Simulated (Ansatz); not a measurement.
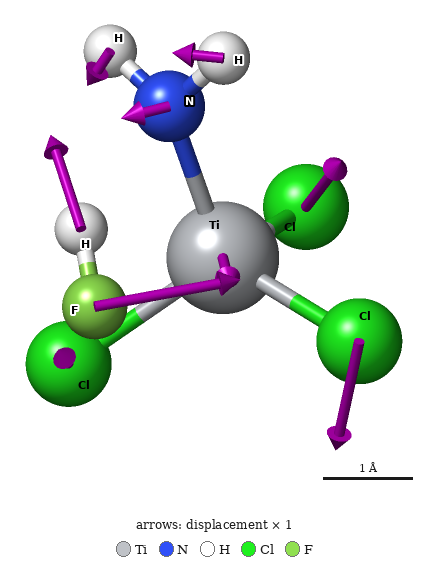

A relaxation of TiNH3Cl3F. The starting structure is drawn; purple arrows show the displacements, at their true length. The two geometries are superimposed by the best rigid fit.

Style: ball-and-stick. Shown from a free direction.

The run prepares an end point of a later path (reaction) calculation, from a guessed geometry.

Computed with Ansatz 0.2.0, RKS PBE-D4/def2-SVP.

The input:
```yaml
crystal:
  periodic: [false, false, false]
  atoms:
    - { symbol: Ti, position_ang: [-0.016699, 0.104041, 0.076636] }
    - { symbol: "N", position_ang: [-0.015354, 0.079871, 2.076584] }
    - { symbol: H, position_ang: [-0.894476, 0.030924, 2.607823] }
    - { symbol: H, position_ang: [0.705276, 0.570043, 2.624034] }
    - { symbol: Cl, position_ang: [2.002319, 0.405345, -0.678848] }
    - { symbol: Cl, position_ang: [-1.182424, 1.86505, -0.493707] }
    - { symbol: Cl, position_ang: [-1.147798, -1.606632, -0.675665] }
    - { symbol: F, position_ang: [1.454573, -2.330893, 1.111486] }
    - { symbol: H, position_ang: [0.949883, -1.931649, 1.788257] }
basis:
  gaussian: { orbitals: def2-SVP }
hamiltonian:
  xc: pbe
  dispersion: d4
relax:
  f_tol: 0.03
  max_steps: 50
```

Command:
```bash
ansatz run input.yaml --threads 4 --pin off --max-ram 5120MiB --backend cpu --events-out ev --progress --plain --runs-dir out
```

What happened in the run?

Answer. F8 moves most after the best rigid fit: 1.69 Å. By element the largest moves are F 1.69 Å, Cl 1.59 Å, H 1.33 Å, Ti 0.69 Å, N 0.57 Å. Among the contacts that change: F8–H9 0.934 → 2.800 Å, Ti1–F8 3.027 → 1.752 Å, N2–H9 2.250 → 1.029 Å, Ti1–N2 2.000 → 2.305 Å. New bonds form, among them: N2–H9 (2.25 → 1.03 Å), Ti1–F8 (3.03 → 1.75 Å). Bonds break, among them: F8–H9 (0.93 → 2.80 Å). Among the angles between lasting bonds that change: N2–Ti1–Cl5 110.4° → 179.6°, N2–Ti1–Cl7 109.6° → 81.5°, N2–Ti1–Cl6 105.7° → 81.5°. The energy falls by 184.9 kJ/mol in 27 accepted moves (30 points after the start). Largest force component: 1.9 eV/Å at the start, 0.011 eV/Å at the end. The line search rejected the trial steps at points 12, 16, 20 of the run. The forces were under the threshold at step 17, but the run went on from there.

Limits of the set-up: the start holds two separate molecules, 2.2 Å apart at their closest, whose relative position is a soft coordinate.
